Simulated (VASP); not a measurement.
# MnCuAs: the relaxed cell at several levels, part 3 of 7

Wanted: equilibrium cells of MnCuAs at many levels, with their cost. The start is a computed cell from the Materials Project.

VASP 6.6.1, plane waves and PAW; the level of theory is named at each step.

So far. Step 3 (Magnetic order: antiferromagnetic within the cell): The energy lies -48.5 meV an atom from the first pattern. The run ends antiferromagnetic with a largest moment of 3.21 μB, and the mesh shows no gap. Step 4 (Magnetic order: antiferromagnetic, q = (0, 0, 1/2)): The energy lies -32.6 meV an atom from the first pattern. The run ends antiferromagnetic with a largest moment of 3.24 μB, and the mesh shows no gap.

## Step 5: Magnetic order: antiferromagnetic, q = (1/2, 1/2, 1/2)

Level of this step: LDA, spin-polarised from an antiferromagnetic start; plane waves and PAW (Mn_pv, Cu, As) (VASP).

Next, a pattern with opposite moments, which needs a doubled cell; q is given in the reciprocal vectors of the primitive cell.

Contents of INCAR:

```
SYSTEM = MnCuAs
PREC = Accurate
ENCUT = 400
EDIFF = 1E-06
NELM = 100
ISMEAR = -1
SIGMA = 0.05
LREAL = .FALSE.
ALGO = Normal
GGA = CA
NBANDS = 77
ISPIN = 2
MAGMOM = 4 -4 4 -4 0.6 -0.6 0.6 -0.6 0 0 0 0
LASPH = .TRUE.
LMAXMIX = 4
LORBIT = 11
LWAVE = .FALSE.
LCHARG = .FALSE.
KPAR = 8
ISIF = 2
```

Contents of POSCAR:

```
MnCuAs
1.0
    7.3989820000      0.0000000000      0.0000000000
    3.6994910000      3.6994910000      0.0000000000
    3.6994910000      0.0000000000      6.4084220000
Mn Cu As
4 4 4
Direct
    0.6679900000      0.5000000000      0.1640200000
    0.1679900000      0.5000000000      0.1640200000
    0.8320100000      0.0000000000      0.8359800000
    0.3320100000      0.0000000000      0.8359800000
    0.7500000000      0.0000000000      0.5000000000
    0.2500000000      0.0000000000      0.5000000000
    0.7500000000      0.5000000000      0.5000000000
    0.2500000000      0.5000000000      0.5000000000
    0.3618770000      0.5000000000      0.7762460000
    0.8618770000      0.5000000000      0.7762460000
    0.1381230000      0.0000000000      0.2237540000
    0.6381230000      0.0000000000      0.2237540000
```

Contents of KPOINTS:

```
Automatic mesh
0
Gamma
6 6 6
0 0 0
```

The projector-augmented-wave data sets are Mn_pv, Cu and As (PBE family, release 64).

On the command line:

```console
$ mpirun -np 8 vasp_std
```

Numbers of over 12 decimals in the logs are rounded to 6 here.

The log of the run:

```text
[... set-up lines as in an earlier step ...]
 entering main loop
       N       E                     dE             d eps       ncg     rms          rms(c)
DAV:   1     0.119663570615E+04    0.11966E+04   -0.47252E+04 22872   0.167E+03
DAV:   2     0.812077323070E+02   -0.11154E+04   -0.10689E+04 20962   0.477E+02
DAV:   3    -0.757647493039E+02   -0.15697E+03   -0.13869E+03 21810   0.189E+02
DAV:   4    -0.885709716299E+02   -0.12806E+02   -0.12330E+02 32280   0.577E+01
DAV:   5    -0.888847127149E+02   -0.31374E+00   -0.31240E+00 31728   0.106E+01    0.297E+01
DAV:   6    -0.850935801207E+02    0.37911E+01   -0.12944E+02 29358   0.142E+02    0.201E+01
DAV:   7    -0.792631210775E+02    0.58305E+01   -0.28083E+01 26734   0.670E+01    0.590E+00
DAV:   8    -0.795062654389E+02   -0.24314E+00   -0.38826E+00 33024   0.215E+01    0.579E+00
DAV:   9    -0.793810214822E+02    0.12524E+00   -0.81259E-01 32273   0.141E+01    0.276E+00
DAV:  10    -0.793444351246E+02    0.36586E-01   -0.95534E-02 28398   0.338E+00    0.112E+00
DAV:  11    -0.793398454113E+02    0.45897E-02   -0.35631E-02 32185   0.302E+00    0.363E-01
DAV:  12    -0.793405174360E+02   -0.67202E-03   -0.78495E-03 27472   0.445E-01    0.136E-01
DAV:  13    -0.793405188699E+02   -0.14339E-05   -0.29472E-04 30847   0.180E-01    0.575E-02
DAV:  14    -0.793405263474E+02   -0.74776E-05   -0.85670E-05 31640   0.127E-01    0.276E-02
DAV:  15    -0.793405257539E+02    0.59354E-06   -0.19514E-05 29336   0.576E-02    0.130E-02
DAV:  16    -0.793405249352E+02    0.81873E-06   -0.44254E-06 19705   0.376E-02
   1 F= -.79340525E+02 E0= -.79311498E+02  d E =-.580539E-01  mag=    -0.0000
```

Run time: 2.7 min. Hardware: 8 MPI ranks of Intel Xeon 6975P-C (Granite Rapids), shared host; peak memory 6.8 GiB; 21 min of CPU time.

OUTCAR, selected parts (step 5):

```text
   k-points           NKPTS =     68   k-points in BZ     NKDIM =     68   number of bands    NBANDS=     77

   ENCUT  =  400.0 eV  29.40 Ry    5.42 a.u.  12.07  8.53 12.07*2*pi/ulx,y,z

   NELECT =     116.0000    total number of electrons

 E-fermi :   7.4871

 spin component 1
 k-point     1 :       0.0000    0.0000    0.0000
  band No.  band energies     occupation
    ...
     54       5.8267      1.00000
     55       6.2356      1.00000
     56       6.9703      0.99997
     57       6.9841      0.99996
     58       7.1647      0.99842
     59       7.6717      0.02432
     60       7.6761      0.02231
     61       7.8901      0.00032
     62       7.9184      0.00018
     63       8.3443      0.00000
    ...

 k-point     2 :       0.1667    0.0000   -0.0000
  band No.  band energies     occupation
    ...
     55       6.2818      1.00000
     56       6.9101      0.99999
     57       6.9567      0.99998
     58       7.3059      0.97398
     59       7.3914      0.87149
     60       7.8251      0.00116
     61       7.8358      0.00093
     62       8.0867      0.00001
     63       8.1993      0.00000
     64       8.3525      0.00000
    ...

  Total      -12.9907728    -12.9907728    -13.2135624      1.1383651     -0.0001052      0.0001051
  in kB     -118.6534915   -118.6534915   -120.6883793     10.3974560     -0.0009609      0.0009597
  external PRESSURE =    -119.3317874 kB  Pullay stress =       0.0000000 kB

 POSITION                                       TOTAL-FORCE (eV/Angst)
 -----------------------------------------------------------------------------------
      7.39898      1.84975      1.05111         0.000006     -0.000006     -0.161442
      3.69949      1.84975      1.05111         0.000006     -0.000006     -0.161442
      9.24873      0.00000      5.35731        -0.000006      0.000006      0.161442
      5.54924      0.00000      5.35731        -0.000006      0.000006      0.161442
      7.39898      0.00000      3.20421         0.000002      0.000002     -0.000000
      3.69949      0.00000      3.20421         0.000002      0.000002     -0.000000
      9.24873      1.84975      3.20421        -0.000002     -0.000002     -0.000000
      5.54924      1.84975      3.20421        -0.000002     -0.000002     -0.000000
      7.39898      1.84975      4.97451         0.000007     -0.000007      0.042700
     11.09847      1.84975      4.97451         0.000007     -0.000007      0.042700
      1.84975      0.00000      1.43391        -0.000007      0.000007     -0.042700
      5.54924      0.00000      1.43391        -0.000007      0.000007     -0.042700
 -----------------------------------------------------------------------------------
    total drift:                                0.000000      0.000000     -0.000000

  FREE ENERGIE OF THE ION-ELECTRON SYSTEM (eV)
  ---------------------------------------------------
  free  energy   TOTEN  =       -79.3405249352 eV

  energy  without entropy=      -79.2824709865  energy(sigma->0) =      -79.31149796

 magnetization (x)
# of ion       s       p       d       tot
------------------------------------------
    1        0.023   0.015   3.184   3.223
    2       -0.023  -0.015  -3.184  -3.223
    3        0.023   0.015   3.184   3.223
    4       -0.023  -0.015  -3.184  -3.223
    5        0.000   0.000   0.000   0.000
    6       -0.000  -0.000  -0.000  -0.000
    7        0.000   0.000   0.000   0.000
    8       -0.000  -0.000  -0.000  -0.000
    9       -0.005   0.019  -0.001   0.013
   10        0.005  -0.019   0.001  -0.013
   11       -0.005   0.019  -0.001   0.013
   12        0.005  -0.019   0.001  -0.013
--------------------------------------------------
tot         -0.000   0.000   0.000  -0.000

[... 2 parts as in an earlier step ...]

[... 13 further parts left out ...]
```

This step gave:

```
SCF cycles              : 16
irreducible k-points    : 68
symmetry operations     : 4
free energy (TOTEN)     : -79.3405 eV
energy at zero smearing : -79.3115 eV
Fermi energy            : 7.487 eV
pressure                : -11.93 GPa
```

Spin moment in the PAW sphere by atom:

```csv
atom,spin moment in the PAW sphere (μB)
Mn1,3.22
Mn2,-3.22
Mn3,3.22
Mn4,-3.22
Cu5,0.00
Cu6,0.00
Cu7,0.00
Cu8,0.00
As9,0.01
As10,-0.01
As11,0.01
As12,-0.01
```

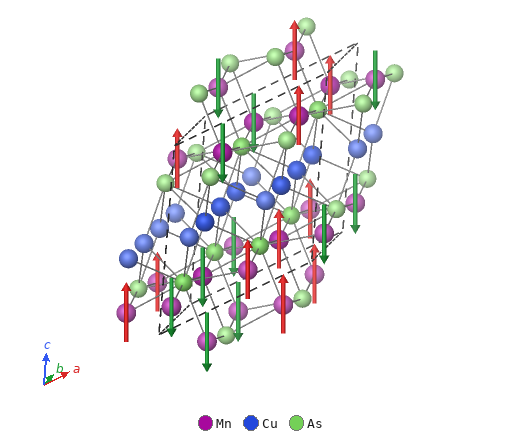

Spin moment in the PAW sphere as arrows, the longest 3.22 μB. Up and down stand for the sign. Arrows give size and sign along the axis of quantisation, drawn up and down the page. The two directions have two colours. Some periodic images of atoms are drawn too.

Force by atom:

```csv
atom,x (eV/Å),y (eV/Å),z (eV/Å),size
Mn1,0.000,0.000,-0.161,0.161
Mn2,0.000,0.000,-0.161,0.161
Mn3,0.000,0.000,0.161,0.161
Mn4,0.000,0.000,0.161,0.161
Cu5,0.000,0.000,0.000,0.000
Cu6,0.000,0.000,0.000,0.000
Cu7,0.000,0.000,0.000,0.000
Cu8,0.000,0.000,0.000,0.000
As9,0.000,0.000,0.043,0.043
As10,0.000,0.000,0.043,0.043
As11,0.000,0.000,-0.043,0.043
As12,0.000,0.000,-0.043,0.043
```

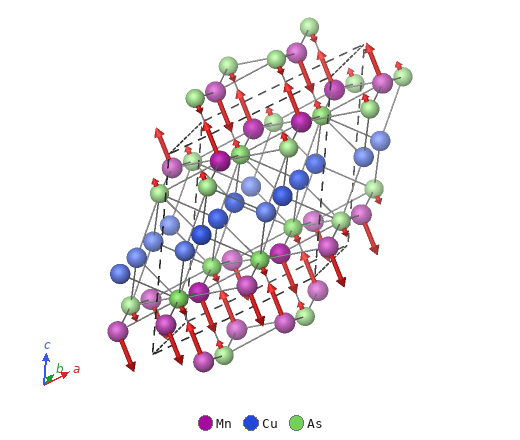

Force as arrows, the longest 0.161 eV/Å. Some periodic images of atoms are drawn too.

The energy lies -19.3 meV an atom from the first pattern. The run ends antiferromagnetic with a largest moment of 3.22 μB, and the mesh shows no gap.

## Step 6: Magnetic order: antiferromagnetic, q = (1/2, 1/2, 0)

Next, a pattern with opposite moments, which needs a doubled cell; q is given in the reciprocal vectors of the primitive cell.

INCAR is that of step 5.

Contents of POSCAR:

```
MnCuAs
1.0
    7.3989820000      0.0000000000      0.0000000000
    3.6994910000      3.6994910000      0.0000000000
    0.0000000000      0.0000000000      6.4084220000
Mn Cu As
4 4 4
Direct
    0.7500000000      0.5000000000      0.1640200000
    0.2500000000      0.5000000000      0.1640200000
    0.2500000000      0.0000000000      0.8359800000
    0.7500000000      0.0000000000      0.8359800000
    0.0000000000      0.0000000000      0.5000000000
    0.5000000000      0.0000000000      0.5000000000
    0.0000000000      0.5000000000      0.5000000000
    0.5000000000      0.5000000000      0.5000000000
    0.7500000000      0.5000000000      0.7762460000
    0.2500000000      0.5000000000      0.7762460000
    0.2500000000      0.0000000000      0.2237540000
    0.7500000000      0.0000000000      0.2237540000
```

Contents of KPOINTS:

```
Automatic mesh
0
Gamma
6 6 4
0 0 0
```

On the command line:

```console
$ mpirun -np 8 vasp_std
```

The log of the run:

```text
[... set-up lines as in an earlier step ...]
 entering main loop
       N       E                     dE             d eps       ncg     rms          rms(c)
DAV:   1     0.119883812728E+04    0.11988E+04   -0.47233E+04 18808   0.167E+03
DAV:   2     0.818348205695E+02   -0.11170E+04   -0.10704E+04 17253   0.477E+02
DAV:   3    -0.758198271955E+02   -0.15765E+03   -0.13923E+03 18044   0.190E+02
DAV:   4    -0.885118865920E+02   -0.12692E+02   -0.12238E+02 26486   0.577E+01
DAV:   5    -0.888192718856E+02   -0.30739E+00   -0.30623E+00 25968   0.106E+01    0.296E+01
DAV:   6    -0.850695546292E+02    0.37497E+01   -0.12794E+02 24302   0.142E+02    0.198E+01
DAV:   7    -0.792878857030E+02    0.57817E+01   -0.27479E+01 22004   0.675E+01    0.563E+00
DAV:   8    -0.795287620800E+02   -0.24088E+00   -0.38187E+00 26896   0.200E+01    0.558E+00
DAV:   9    -0.794212948266E+02    0.10747E+00   -0.71920E-01 26658   0.139E+01    0.265E+00
DAV:  10    -0.793812905448E+02    0.40004E-01   -0.10256E-01 23728   0.360E+00    0.108E+00
DAV:  11    -0.793758564891E+02    0.54341E-02   -0.37353E-02 26383   0.320E+00    0.352E-01
DAV:  12    -0.793764993134E+02   -0.64282E-03   -0.86651E-03 24680   0.514E-01    0.128E-01
DAV:  13    -0.793764957380E+02    0.35754E-05   -0.22702E-04 24108   0.157E-01    0.574E-02
DAV:  14    -0.793765031769E+02   -0.74389E-05   -0.55390E-05 26168   0.103E-01    0.248E-02
DAV:  15    -0.793765017207E+02    0.14561E-05   -0.14814E-05 23721   0.550E-02    0.111E-02
DAV:  16    -0.793765011107E+02    0.61007E-06   -0.39186E-06 14953   0.345E-02
   1 F= -.79376501E+02 E0= -.79352802E+02  d E =-.473989E-01  mag=     0.0000
```

Elapsed: 1.9 min, on 8 MPI ranks; peak memory 5.9 GiB.

OUTCAR, selected parts (step 6):

```text
   k-points           NKPTS =     56   k-points in BZ     NKDIM =     56   number of bands    NBANDS=     77

   ENCUT  =  400.0 eV  29.40 Ry    5.42 a.u.  12.07  8.53 10.45*2*pi/ulx,y,z

   NELECT =     116.0000    total number of electrons

 E-fermi :   7.5056

 spin component 1
 k-point     1 :       0.0000    0.0000    0.0000
  band No.  band energies     occupation
    ...
     54       5.8070      1.00000
     55       6.2671      1.00000
     56       6.7774      1.00000
     57       6.8820      1.00000
     58       7.0696      0.99984
     59       7.5785      0.18871
     60       7.6728      0.03406
     61       7.8900      0.00046
     62       7.9435      0.00016
     63       8.1093      0.00001
    ...

 k-point     2 :       0.1667    0.0000    0.0000
  band No.  band energies     occupation
    ...
     55       6.1618      1.00000
     56       6.8291      1.00000
     57       6.8717      1.00000
     58       7.1541      0.99912
     59       7.2659      0.99178
     60       7.5738      0.20361
     61       7.8411      0.00122
     62       7.9583      0.00012
     63       8.3950      0.00000
     64       8.4393      0.00000
    ...

  Total      -13.4970159    -13.4970159    -13.6832721     -1.0755848      0.0000313     -0.0000311
  in kB     -123.2773507   -123.2773507   -124.9785540     -9.8240419      0.0002861     -0.0002842
  external PRESSURE =    -123.8444185 kB  Pullay stress =       0.0000000 kB

 POSITION                                       TOTAL-FORCE (eV/Angst)
 -----------------------------------------------------------------------------------
      7.39898      1.84975      1.05111         0.000023     -0.000023     -0.257452
      3.69949      1.84975      1.05111         0.000023     -0.000023     -0.257452
      1.84975      0.00000      5.35731        -0.000023      0.000023      0.257452
      5.54924      0.00000      5.35731        -0.000023      0.000023      0.257452
      0.00000      0.00000      3.20421         0.000004      0.000004      0.000000
      3.69949      0.00000      3.20421         0.000004      0.000004      0.000000
      1.84975      1.84975      3.20421        -0.000004     -0.000004      0.000000
      5.54924      1.84975      3.20421        -0.000004     -0.000004      0.000000
      7.39898      1.84975      4.97451         0.000019     -0.000019      0.088885
      3.69949      1.84975      4.97451         0.000019     -0.000019      0.088885
      1.84975      0.00000      1.43391        -0.000019      0.000019     -0.088885
      5.54924      0.00000      1.43391        -0.000019      0.000019     -0.088885
 -----------------------------------------------------------------------------------
    total drift:                                0.000000     -0.000000     -0.000000

  FREE ENERGIE OF THE ION-ELECTRON SYSTEM (eV)
  ---------------------------------------------------
  free  energy   TOTEN  =       -79.3765011107 eV

  energy  without entropy=      -79.3291022137  energy(sigma->0) =      -79.35280166

 magnetization (x)
# of ion       s       p       d       tot
------------------------------------------
    1        0.021   0.017   3.159   3.197
    2       -0.021  -0.017  -3.159  -3.197
    3        0.021   0.017   3.159   3.197
    4       -0.021  -0.017  -3.159  -3.197
    5        0.000   0.000   0.000   0.000
    6       -0.000  -0.000  -0.000  -0.000
    7        0.000   0.000   0.000   0.000
    8       -0.000  -0.000  -0.000  -0.000
    9        0.002  -0.015  -0.001  -0.015
   10       -0.002   0.015   0.001   0.015
   11        0.002  -0.015  -0.001  -0.015
   12       -0.002   0.015   0.001   0.015
--------------------------------------------------
tot          0.000   0.000   0.000   0.000

[... 2 parts as in an earlier step ...]

[... 13 further parts left out ...]
```

At this level the cell is under a tension of 12.4 GPa, so at these settings it is away from equilibrium.

This step gave:

- irreducible k-points: 56
- free energy (TOTEN): -79.3765 eV
- energy at zero smearing: -79.3528 eV
- Fermi energy: 7.506 eV
- pressure: -12.38 GPa

Force by atom:

```csv
atom,x (eV/Å),y (eV/Å),z (eV/Å),size
Mn1,0.000,0.000,-0.257,0.257
Mn2,0.000,0.000,-0.257,0.257
Mn3,0.000,0.000,0.257,0.257
Mn4,0.000,0.000,0.257,0.257
Cu5,0.000,0.000,0.000,0.000
Cu6,0.000,0.000,0.000,0.000
Cu7,0.000,0.000,0.000,0.000
Cu8,0.000,0.000,0.000,0.000
As9,0.000,0.000,0.089,0.089
As10,0.000,0.000,0.089,0.089
As11,0.000,0.000,-0.089,0.089
As12,0.000,0.000,-0.089,0.089
```

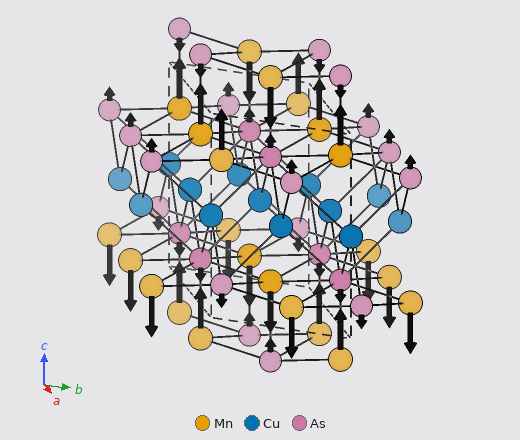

Force as arrows, the longest 0.257 eV/Å. Some periodic images of atoms are drawn too.

The energy lies -22.8 meV an atom from the first pattern. The run ends antiferromagnetic with a largest moment of 3.20 μB, and the mesh shows no gap.

## Step 7: The orders side by side

This step: collinear orders at LDA; plane waves and PAW (VASP 6.6.1).

No new run; the numbers come from the runs before.

Patterns, by row:

```csv
start,atoms,energy less that of the first (meV/atom),largest site moment (μB),end state
ferromagnetic,6,0,3.18,ferromagnetic
antiferromagnetic within the cell,6,-48.5,3.21,antiferromagnetic
"antiferromagnetic, q = (0, 0, 1/2)",12,-32.6,3.24,antiferromagnetic
"antiferromagnetic, q = (1/2, 1/2, 1/2)",12,-19.3,3.22,antiferromagnetic
"antiferromagnetic, q = (1/2, 1/2, 0)",12,-22.8,3.2,antiferromagnetic
```

The session goes on in the lowest magnetic state found: antiferromagnetic. The next one lies 15.9 meV an atom higher.

[end of part 3 of 7]

[Lines on the potential files, build, host, timing and source positions are cut from VASP's logs without a mark.]

[Logs are printed without paths, hosts, clocks, repeated set-up lines and the standing remarks that a program may print on its own settings, such as how far it seeks lower states.]

[Hosts, paths, dates, database ids (printed as entryN), source tags and the programs' standing remarks are cut or masked in the printed files.]

[A measured line is paired with the nearest computed mode of its activity, which favours agreement.]
